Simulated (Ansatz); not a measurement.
# linear Al chain: period, moment and channels by functional, part 2 of 3

How many channels does the linear Al chain carry, and how sure is the answer?

Ansatz 0.2.0; DFT PBE, plane waves, PAW; relaxation of a chain's period (the session's first sound run).

So far. Step 2 (Relaxation of atoms and period, level PBE, cutoff 420 …): The cell's length comes to 2.415 Å with no moment.

## 3. The perfect wire, level PBE, cutoff 420 eV

This step: DFT PBE, plane waves, PAW; channels and complex bands of a perfect chain (Ansatz 0.2.0).

At the relaxed period the Bloch states of the perfect chain are found at each energy: those that move forward count the open channels, and those that decay describe how a disturbance dies away inside the wire itself. An energy step of 0.035 eV is under the 0.039 eV that the program asks for its thermal average at 300 K.

input.yaml

```yaml
crystal:
  lattice:
    - [7.5, 0.0, 0.0]
    - [0.0, 7.5, 0.0]
    - [0.0, 0.0, 2.4151928494]
  atoms:
    - { symbol: Al, position: [0.5, 0.5, 0.0] }
kpoints:
  mp_grid: { grid: [1, 1, 34] }
  band_path: { path: ["Γ", Z], npoints: 60 }
scf:
  occupations: { method: fermi_dirac, width: 0.05 }
hamiltonian:
  xc: pbe
output:
  transmission:
    e_range: [-2, 2]
    de: 0.035
    kmesh: [1, 1]
    reduced_basis: true
    leads: [[0, 0]]
  dos: { projected: true, e_range: [-6, 4] }
  write_potential: true
  write_density: true
  volumetric_format: npy
  elf: true
```

On the command line:

```
ansatz run input.yaml --threads 4 --pin off --max-ram 8192MiB --backend cpu --events-out ev --progress --plain --runs-dir out
```

Numbers of over 12 decimals in the logs are rounded to 6 here.

The program printed:

```text
[...]
Crystal: 1 atoms, lattice volume = 135.855 Å³
Basis set: ecut = 420 eV, 2633 PW (Γ)
Bands: 6, of which v1, the nominal top of the filled ones, is band 2 counted from 1 (1 counted from 0)
Symmetry: 16 space group operations
[...]
k-points: 18 of 34
[...]
SCF iter   1: F=—  HF=-535.565874 eV  |F-HF|=—  |Δ(HF+E_count)|=         —  Δρ=2.06e-3  dr2=6.69e-3  ethr=1.77e-3  ⟨swp⟩=7.1  Hψ=1223  notcnv=0
[...]
SCF iter   6: F=-535.567331 eV  HF=-535.567331 eV  |F-HF|=4.07e-10  |Δ(HF+E_count)|=   7.81e-9  Δρ=4.52e-7  dr2=5.73e-10  ethr=4.36e-10  ⟨swp⟩=2.4  Hψ=384  notcnv=0
SCF 1 converged in 6 iterations: F = -535.567331 eV  dr2 = 5.73e-10
[...]
NSCF: frozen V_eff on 61 k-points
transmission: 3 of 18 steps passed
transmission: 6 of 18 steps passed
[...]
transmission: 18 of 18 steps passed
WARN: The output density's exchange-correlation potential varies sharply where the density is thin. Do not read a vacuum level from v_tot or v_xc, or from such a field of the output density. On a cell that repeats whose density bears no net charge and no dipole along the vacuum's axis use v_es (v_loc + v_h of the components); under efield.dipole_correction with no amplitude use v_es + v_field, which holds any externa [...]
SCF converged after 6 iterations
Free energy (F): -535.567331 eV
[...]
Internal energy: -535.556179 eV  (E = F + TS)
E sigma→0 (E₀):  -535.561755 eV
Entropy (-TS):   -0.011152 eV (-11.152 meV/atom)
Fermi energy:    -2.520594 eV
[...]
--- Band table (eV; the first three rows and the last of 18) ---
[...]
--- Transmission ---
  basis      : 497 plane waves across, 3 finite elements along
  points     : 1, standing for a mesh of 1 x 1
  filling    : by the input's occupations and mesh, since the crystals that have channels conduct as metals do. If one of these is a semiconductor, that mesh has misplaced its level
  energies   : 115 from -2.000000 to 1.990000 eV about the Fermi level, 0.035000 eV apart; the leads are filled to 0.000000 eV, and channels, transmission and decay are at -0.005000 eV
  crystal 0  : Al1, at the sites [0, 0], period 2.4152 Å: whole cells are its period
    offset         : up to 0.0000 Å between an atom of the period and one for which it stands
    filled         : 2.4 meV over the level at which it is neutral
    channels       : 2.000000e0 a spin
    conductance    : 2.7549e14 S/m² at 300 K; may be off by some 0.0 % by where its bands' edges are placed, 0.0 % from the distance to neutral
```

It took 4.9 s on 4 threads of Arm Neoverse V2, shared host; peak memory 0.37 GiB; 16 s of CPU time.

Reading the cycles: dr2 is the Hartree energy of the density residual (eV), the measure of convergence; HF is the Harris–Foulkes estimate of the energy, which meets the free energy F at convergence.

This step gave:

```
channels at the energy nearest the Fermi level, one spin : 2
conductance of the lead as this run defines it           : 2.000 G₀
band gap                                                 : 0 eV
```

Table of open channels of the lead, one spin by energy, zero at the Fermi level:

```csv
energy (eV),"open channels of the lead, one spin"
-2.000,1
-1.790,1
-1.615,1
-1.405,1
-1.195,0
-0.985,0
-0.810,0
-0.600,0
-0.390,0
-0.215,2
-0.005,2
0.205,2
0.415,2
0.590,2
0.800,3
1.010,3
1.185,3
1.395,3
1.605,3
1.815,3
```

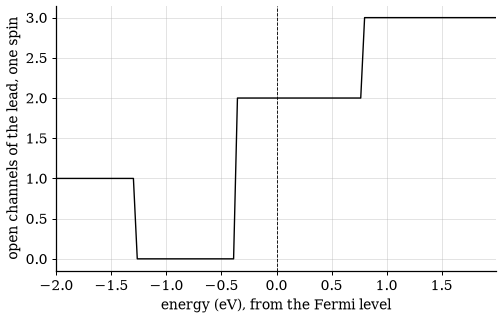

Open channels of the lead, one spin, plotted against energy.

The slowest values at each energy, most degenerate partners merged, listed up to 1.5 1/Å. Table of Im kz of the slowest decaying states by energy, zero at the Fermi level:

```csv
energy (eV),decay 1 (Å⁻¹),decay 2 (Å⁻¹),decay 3 (Å⁻¹),decay 4 (Å⁻¹)
-2.000,0.676,1.12,1.25,1.37
-1.510,0.564,1.06,1.20,1.33
-0.985,0.0845,0.413,0.996,1.14
-0.495,0.114,0.181,0.930,1.08
-0.005,0.112,0.858,1.02,1.17
0.485,0.0794,0.779,0.959,1.11
1.010,0.684,0.884,1.05,1.17
1.500,0.582,0.807,0.984,1.11
```

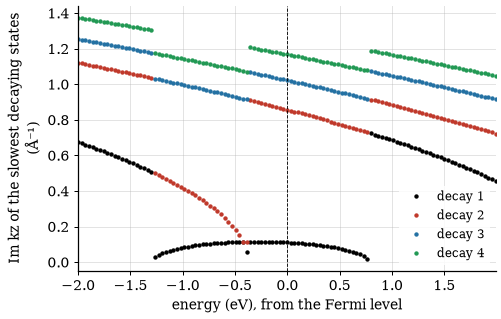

Im kz of the slowest decaying states, plotted against energy.

The electronic bands at the labelled points (eV, zero at the Fermi level):

```csv
point,band 1,band 2,band 3,band 4,band 5
Γ,-6.40,-0.38,-0.38,2.76,3.98
Z,-1.29,0.78,5.29,5.29,6.00
```

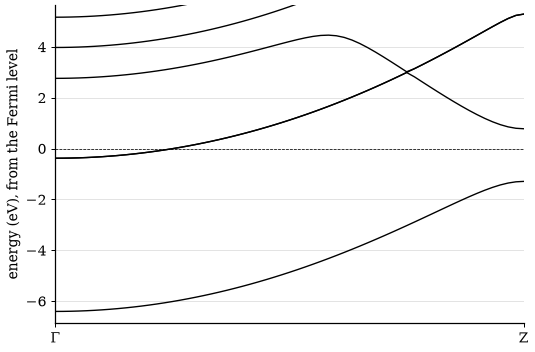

Electronic bands along the path.

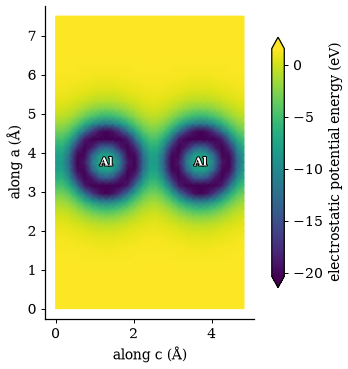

Electrostatic potential energy in the ca plane at fractional y = 0.500, with atoms of Al within 0.2 Å of it. With pseudopotentials it is smooth inside the atoms' cores, unlike the true potential. The map starts off the cell's origin, so that atoms lie inside it.

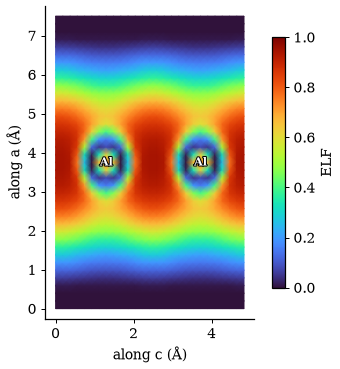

ELF in the ca plane at fractional y = 0.500, with atoms of Al within 0.2 Å of it. It is the smooth field of the valence electrons, not physical close to the nuclei. The map starts off the cell's origin, so that atoms lie inside it.

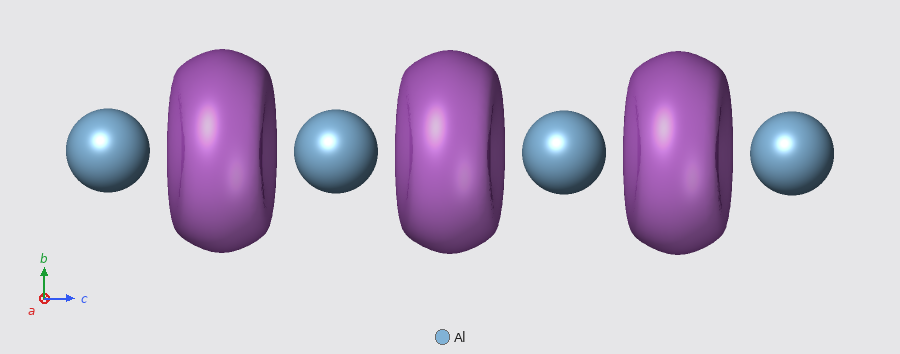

Surface of ELF = 0.85. 1×1×3 cells are drawn.

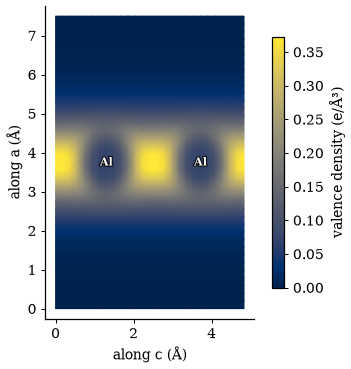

Valence density in the ca plane at fractional y = 0.500, with atoms of Al within 0.2 Å of it. It is the smooth field of the valence electrons, not physical close to the nuclei. The map starts off the cell's origin, so that atoms lie inside it.

By hand: the program gives 2.7549 × 10^14 S/m² over the cell's cross-section of 56.25 Å² = 5.625 × 10^-19 m², so one cell conducts 1.550 × 10^-4 S. Divided by G0 = 2e²/h = 7.748 × 10^-5 S this is 2.00 G0, a resistance of 6.45 kΩ.

At the computed energy nearest the Fermi level there are 2 channels a spin, and the thermal average gives 2.00 G₀.

## 4. Relaxing the period

This step: DFT LDA, plane waves, PAW; relaxation of a chain's period (Ansatz 0.2.0).

The relaxation is repeated under another functional. LDA has no gradient terms and tends to overbind, so it marks the short end of the likely bond lengths.

input.yaml

```yaml
crystal:
  lattice:
    - [7.5, 0.0, 0.0]
    - [0.0, 7.5, 0.0]
    - [0.0, 0.0, 2.2506]
  atoms:
    - { symbol: Al, position: [0.5, 0.5, 0.0], spin: 0.5 }
magnetization:
  spin_polarized: true
kpoints:
  mp_grid: { grid: [1, 1, 36] }
scf:
  occupations: { method: fermi_dirac, width: 0.05 }
hamiltonian:
  xc: lda
relax:
  cell: { fix: [a, b, alpha, beta, gamma] }
  max_steps: 60
```

The program printed:

```text
[...]
Crystal: 1 atoms, lattice volume = 126.596 Å³
Basis set: ecut = 420 eV, 2463 PW (Γ)
Bands: 6, of which v1, the nominal top of the filled ones, is band 2 counted from 1 (1 counted from 0)
Symmetry: 16 space group operations
[...]
k-points: 19 of 36
[...]
Starting moments: Σ|m| = 0.5 μB on 1 of 1 site
[...]
0.206547       0.000000       0.000000
        0.000000       0.206547       0.000000
        0.000000       0.000000       0.027572
  P = ⅓ Tr σ = 0.1469 GPa (1.469 kbar)
--- Relaxed structure (4 steps of the walk, 4 accepted, 1 SCFs on fresh bases) ---
[...]
cell:  # Å, volume = 134.4121 Å³
    - [7.5, 0.0, 0.0]
    - [0.0, 7.5, 0.0]
    - [0.0, 0.0, 2.389548]
  atoms:
    - { symbol: Al, position: [0.5, 0.5, 0.0] }
[key lines of the parts left out:]
SCF converged after 4 iterations
Magnetization: -0.0000 μB (1.5000 up, 1.5000 down)
Free energy (F): -510.699907 eV
Fermi energy:    -2.656019 eV
```

It took 2.7 s on 4 threads; peak memory 0.31 GiB; 9.5 s of CPU time.

Step by step:

```csv
step,energy less that of the first step (eV),largest force component (eV/Å),pressure (GPa),volume (Å³)
1,0.0000,0.0000,1.74,126.60
2,-0.0920,0.0000,0.69,131.26
3,-0.1071,0.0000,0.25,133.74
4,-0.1077,0.0000,0.14,134.41
5*,-0.1088,0.0000,0.15,134.41
```

Relaxation steps marked * repeat the geometry before them on a plane-wave basis chosen anew for their cell, so energy and pressure can jump there.

```csv
cell as run,before,after,change
c (Å),2.251,2.390,+6.2 %
```

The relaxed structure:

```xyz
1
Lattice="7.5000 0.0000 0.0000 0.0000 7.5000 0.0000 0.0000 0.0000 2.3895" Properties=species:S:1:pos:R:3
Al    3.7500    3.7500    0.0000
```

The cell's length comes to 2.390 Å, -1.1 % against the first run, with no moment.

The cell grew by 6.2 % in its periodic edges.

## 5. The perfect wire, level LDA, cutoff 420 eV

This step: DFT LDA, plane waves, PAW; channels and complex bands of a perfect chain (Ansatz 0.2.0).

The channels are counted again under LDA, at the period that it gave.

input.yaml

```yaml
crystal:
  lattice:
    - [7.5, 0.0, 0.0]
    - [0.0, 7.5, 0.0]
    - [0.0, 0.0, 2.3895479575]
  atoms:
    - { symbol: Al, position: [0.5, 0.5, 0.0] }
kpoints:
  mp_grid: { grid: [1, 1, 34] }
  band_path: { path: ["Γ", Z], npoints: 60 }
scf:
  occupations: { method: fermi_dirac, width: 0.05 }
hamiltonian:
  xc: lda
output:
  transmission:
    e_range: [-2, 2]
    de: 0.035
    kmesh: [1, 1]
    reduced_basis: true
    leads: [[0, 0]]
  dos: { projected: true, e_range: [-6, 4] }
```

The program printed:

```text
[...]
Crystal: 1 atoms, lattice volume = 134.412 Å³
Basis set: ecut = 420 eV, 2615 PW (Γ)
Bands: 6, of which v1, the nominal top of the filled ones, is band 2 counted from 1 (1 counted from 0)
Symmetry: 16 space group operations
[...]
k-points: 18 of 34
[...]
Fermi energy:    -2.659730 eV
[...]
--- Band table (eV; the first three rows and the last of 18) ---
[...]
--- Transmission ---
  basis      : 497 plane waves across, 3 finite elements along
  points     : 1, standing for a mesh of 1 x 1
[...]
crystal 0  : Al1, at the sites [0, 0], period 2.3895 Å: whole cells are its period
[...]
filled         : 2.0 meV over the level at which it is neutral
    channels       : 2.000000e0 a spin
[...]
[key lines of the parts left out:]
SCF converged after 6 iterations
Free energy (F): -510.699922 eV
```

The job ended after 4.8 s (4 threads; peak memory 0.37 GiB; 15 s of CPU time).

At the computed energy nearest the Fermi level there are 2 channels a spin, and the thermal average gives 2.00 G₀.

## 6. Relaxation of atoms and period, cutoff 500 eV

This step: DFT r2SCAN, plane waves, PAW; relaxation of a chain's period (Ansatz 0.2.0).

The relaxation is repeated under another functional. r2SCAN also reads the kinetic-energy density; it often gives larger moments and wider gaps than PBE, at a higher cost. Against the first PBE run of this kind, the cutoff is 500 eV against 420.

input.yaml

```yaml
crystal:
  lattice:
    - [7.5, 0.0, 0.0]
    - [0.0, 7.5, 0.0]
    - [0.0, 0.0, 2.2506]
  atoms:
    - { symbol: Al, position: [0.5, 0.5, 0.0], spin: 0.5 }
magnetization:
  spin_polarized: true
kpoints:
  mp_grid: { grid: [1, 1, 36] }
scf:
  occupations: { method: fermi_dirac, width: 0.05 }
hamiltonian:
  xc: r2scan
relax:
  cell: { fix: [a, b, alpha, beta, gamma] }
  max_steps: 60
```

The program printed:

```text
[...]
Crystal: 1 atoms, lattice volume = 126.596 Å³
Basis set: ecut = 500 eV, 3185 PW (Γ), exchange–correlation on 240×240×72 points (64 copies of the dense FFT grid, shifted against one another)
Bands: 6, of which v1, the nominal top of the filled ones, is band 2 counted from 1 (1 counted from 0)
Symmetry: 16 space group operations
[...]
0.189061       0.000000       0.000000
        0.000000       0.189061       0.000000
        0.000000       0.000000       0.003639
  P = ⅓ Tr σ = 0.1273 GPa (1.273 kbar)
--- Relaxed structure (4 steps of the walk, 4 accepted, 1 SCFs on fresh bases) ---
[...]
cell:  # Å, volume = 135.3083 Å³
    - [7.5, 0.0, 0.0]
    - [0.0, 7.5, 0.0]
    - [0.0, 0.0, 2.405481]
  atoms:
    - { symbol: Al, position: [0.5, 0.5, 0.0] }
[key lines of the parts left out:]
SCF converged after 7 iterations
Magnetization: -0.0000 μB (1.5000 up, 1.5000 down)
Free energy (F): -538.340520 eV
Fermi energy:    -2.614324 eV
```

The job ended after 15 s (4 threads; peak memory 0.63 GiB; 55 s of CPU time).

Step by step:

```csv
step,energy less that of the first step (eV),largest force component (eV/Å),pressure (GPa),volume (Å³)
1,0.0000,0.0000,2.01,126.60
2,-0.1228,0.0000,0.72,132.06
3,-0.1393,0.0000,0.25,134.56
4,-0.1402,0.0000,0.13,135.31
5*,-0.1402,0.0000,0.13,135.31
```

Relaxation steps marked * repeat the geometry before them on a plane-wave basis chosen anew for their cell, so energy and pressure can jump there.

```csv
cell as run,before,after,change
c (Å),2.251,2.405,+6.9 %
```

The relaxed structure:

```
Al
1.0
     7.50000    0.00000    0.00000
     0.00000    7.50000    0.00000
     0.00000    0.00000    2.40548
Al
1
Direct
  0.50000 0.50000 0.00000
```

The cell's length comes to 2.405 Å, -0.4 % against the first run, with no moment.

The cell grew by 6.9 % in its periodic edges.

## 7. The perfect wire, level r2SCAN, cutoff 500 eV

This step: DFT r2SCAN, plane waves, PAW; channels and complex bands of a perfect chain (Ansatz 0.2.0).

The channels are counted again under r2SCAN, at the period that it gave. Its window is narrower, to save time.

input.yaml

```yaml
crystal:
  lattice:
    - [7.5, 0.0, 0.0]
    - [0.0, 7.5, 0.0]
    - [0.0, 0.0, 2.4054814537]
  atoms:
    - { symbol: Al, position: [0.5, 0.5, 0.0] }
kpoints:
  mp_grid: { grid: [1, 1, 34] }
  band_path: { path: ["Γ", Z], npoints: 60 }
scf:
  occupations: { method: fermi_dirac, width: 0.05 }
hamiltonian:
  xc: r2scan
output:
  transmission:
    e_range: [-0.7, 0.7]
    de: 0.035
    kmesh: [1, 1]
    reduced_basis: true
    leads: [[0, 0]]
  dos: { projected: true, e_range: [-6, 4] }
```

The program printed:

```text
[...]
Crystal: 1 atoms, lattice volume = 135.308 Å³
Basis set: ecut = 500 eV, 3449 PW (Γ), exchange–correlation on 240×240×72 points (64 copies of the dense FFT grid, shifted against one another)
Bands: 6, of which v1, the nominal top of the filled ones, is band 2 counted from 1 (1 counted from 0)
Symmetry: 16 space group operations
[...]
k-points: 18 of 34
[...]
Fermi energy:    -2.619724 eV
[...]
--- Band table (eV; the first three rows and the last of 18) ---
[...]
--- Transmission ---
  basis      : 593 plane waves across, 4 finite elements along
  points     : 1, standing for a mesh of 1 x 1
[...]
crystal 0  : Al1, at the sites [0, 0], period 2.4055 Å: whole cells are its period
[...]
filled         : 0.1 meV over the level at which it is neutral
    channels       : 2.000000e0 a spin
[...]
[key lines of the parts left out:]
SCF converged after 6 iterations
Free energy (F): -538.340516 eV
```

Run time: 7.6 s. Hardware: 4 threads; peak memory 0.69 GiB; 26 s of CPU time.

The open channels of the lead, one spin by energy, zero at the Fermi level:

```csv
energy (eV),"open channels of the lead, one spin"
-0.490,0
-0.385,2
-0.315,2
-0.210,2
-0.105,2
0.000,2
0.105,2
0.210,2
0.315,2
0.385,2
0.490,2
0.595,2
0.700,2
```

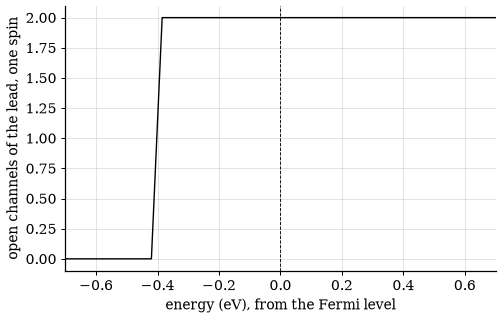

Open channels of the lead, one spin against energy.

At the computed energy nearest the Fermi level there are 2 channels a spin, and the thermal average gives 2.00 G₀.

## 8. The relaxed wire

This step: DFT PBEsol, plane waves, PAW; relaxation of a chain's period (Ansatz 0.2.0).

The relaxation is repeated under another functional. PBEsol weakens PBE's gradient terms and usually lands between LDA and PBE.

input.yaml

```yaml
crystal:
  lattice:
    - [7.5, 0.0, 0.0]
    - [0.0, 7.5, 0.0]
    - [0.0, 0.0, 2.2506]
  atoms:
    - { symbol: Al, position: [0.5, 0.5, 0.0], spin: 0.5 }
magnetization:
  spin_polarized: true
kpoints:
  mp_grid: { grid: [1, 1, 36] }
scf:
  occupations: { method: fermi_dirac, width: 0.05 }
hamiltonian:
  xc: pbesol
relax:
  cell: { fix: [a, b, alpha, beta, gamma] }
  max_steps: 60
```

The program printed:

```text
[...]
Crystal: 1 atoms, lattice volume = 126.596 Å³
Basis set: ecut = 420 eV, 2463 PW (Γ), exchange–correlation on 108×108×32 points (8 copies of the dense FFT grid, shifted against one another)
Bands: 6, of which v1, the nominal top of the filled ones, is band 2 counted from 1 (1 counted from 0)
Symmetry: 16 space group operations
[...]
0.199527       0.000000       0.000000
        0.000000       0.199527       0.000000
        0.000000       0.000000       0.028403
  P = ⅓ Tr σ = 0.1425 GPa (1.425 kbar)
--- Relaxed structure (4 steps of the walk, 4 accepted, 1 SCFs on fresh bases) ---
[...]
cell:  # Å, volume = 135.4170 Å³
    - [7.5, 0.0, 0.0]
    - [0.0, 7.5, 0.0]
    - [0.0, 0.0, 2.407414]
  atoms:
    - { symbol: Al, position: [0.5, 0.5, 0.0] }
[key lines of the parts left out:]
SCF converged after 5 iterations
Magnetization: 0.0000 μB (1.5000 up, 1.5000 down)
Free energy (F): -522.392516 eV
Fermi energy:    -2.551046 eV
```

Wall time 3.9 s (4 threads); peak memory 0.34 GiB.

The steps of the relaxation:

```csv
step,energy less that of the first step (eV),largest force component (eV/Å),pressure (GPa),volume (Å³)
1,0.0000,0.0000,1.95,126.60
2,-0.1172,0.0000,0.75,131.88
3,-0.1357,0.0000,0.26,134.59
4,-0.1367,0.0000,0.13,135.42
5*,-0.1378,0.0000,0.14,135.42
```

Relaxation steps marked * repeat the geometry before them on a plane-wave basis chosen anew for their cell, so energy and pressure can jump there.

```csv
cell as run,before,after,change
c (Å),2.251,2.407,+7.0 %
```

Final coordinates:

```
Al
1.0
     7.50000    0.00000    0.00000
     0.00000    7.50000    0.00000
     0.00000    0.00000    2.40741
Al
1
Direct
  0.50000 0.50000 0.00000
```

The cell's length comes to 2.407 Å, -0.3 % against the first run, with no moment.

The cell grew by 7.0 % in its periodic edges.

## 9. The perfect wire, level PBEsol, cutoff 420 eV

This step: DFT PBEsol, plane waves, PAW; channels and complex bands of a perfect chain (Ansatz 0.2.0).

The channels are counted again under PBEsol, at the period that it gave.

input.yaml

```yaml
crystal:
  lattice:
    - [7.5, 0.0, 0.0]
    - [0.0, 7.5, 0.0]
    - [0.0, 0.0, 2.4074140674]
  atoms:
    - { symbol: Al, position: [0.5, 0.5, 0.0] }
kpoints:
  mp_grid: { grid: [1, 1, 34] }
  band_path: { path: ["Γ", Z], npoints: 60 }
scf:
  occupations: { method: fermi_dirac, width: 0.05 }
hamiltonian:
  xc: pbesol
output:
  transmission:
    e_range: [-2, 2]
    de: 0.035
    kmesh: [1, 1]
    reduced_basis: true
    leads: [[0, 0]]
  dos: { projected: true, e_range: [-6, 4] }
```

The program printed:

```text
[...]
Crystal: 1 atoms, lattice volume = 135.417 Å³
Basis set: ecut = 420 eV, 2625 PW (Γ)
Bands: 6, of which v1, the nominal top of the filled ones, is band 2 counted from 1 (1 counted from 0)
Symmetry: 16 space group operations
[...]
k-points: 18 of 34
[...]
Fermi energy:    -2.554448 eV
[...]
--- Band table (eV; the first three rows and the last of 18) ---
[...]
--- Transmission ---
  basis      : 497 plane waves across, 3 finite elements along
  points     : 1, standing for a mesh of 1 x 1
[...]
crystal 0  : Al1, at the sites [0, 0], period 2.4074 Å: whole cells are its period
[...]
filled         : 2.3 meV over the level at which it is neutral
    channels       : 2.000000e0 a spin
[...]
[key lines of the parts left out:]
SCF converged after 6 iterations
Free energy (F): -522.392507 eV
```

The job ended after 5 s (4 threads; peak memory 0.37 GiB).

Open channels of the lead, one spin against energy, zero at the Fermi level:

```csv
energy (eV),"open channels of the lead, one spin"
-2.000,1
-1.790,1
-1.615,1
-1.405,1
-1.195,0
-0.985,0
-0.810,0
-0.600,0
-0.390,0
-0.215,2
-0.005,2
0.205,2
0.415,2
0.590,2
0.800,2
1.010,3
1.185,3
1.395,3
1.605,3
1.815,3
```

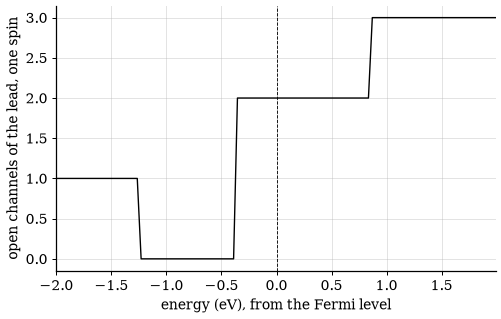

Open channels of the lead, one spin, plotted against energy.

At the computed energy nearest the Fermi level there are 2 channels a spin, and the thermal average gives 2.00 G₀.

(Part 2 of 3 ends here.)

[Logs are printed without paths, hosts, clocks, repeated set-up lines and the standing remarks that a program may print on its own settings, such as how far it seeks lower states.]

[Hosts, paths, dates, database ids (printed as entryN), source tags and the programs' standing remarks are cut or masked in the printed files.]
